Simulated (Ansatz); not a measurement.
Level of theory: PBE (plane waves to 420 eV, PAW; Ansatz, a program for electronic structure).

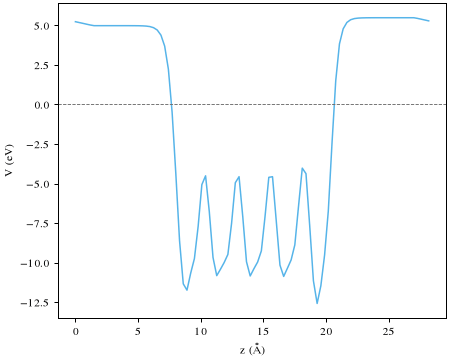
Planar average of the electrostatic potential across the slab, in eV from the Fermi level, for the (10-11) surface of 6H silicon carbide in its 1x1 cell (cut with top plane 2 C, bottom plane 2 Si), relaxed from an ideal cut (the real face may reconstruct), with unlike faces, outermost plane spacing 0.33 Å in the ideal cut, from a spin-polarised start

Slab: 60 atoms, C30Si30, 12.2 Å thick at the start; k 8x2x1, smearing 0.025 eV, dipole-corrected; all atoms relaxed; held to the part of the start's symmetry that mesh and held atoms allow; spin-polarised from one start with parallel moments (other orders not tried), ending with about 2.7 μB a cell, a value that depends on the mesh; orders that need a larger cell were not tried, no spin-orbit, no U. The slab shows no gap over 0.04 eV on its mesh.

The vacuum level lies 5.48 eV above the Fermi level over the top face and 4.98 eV above it under the bottom face.
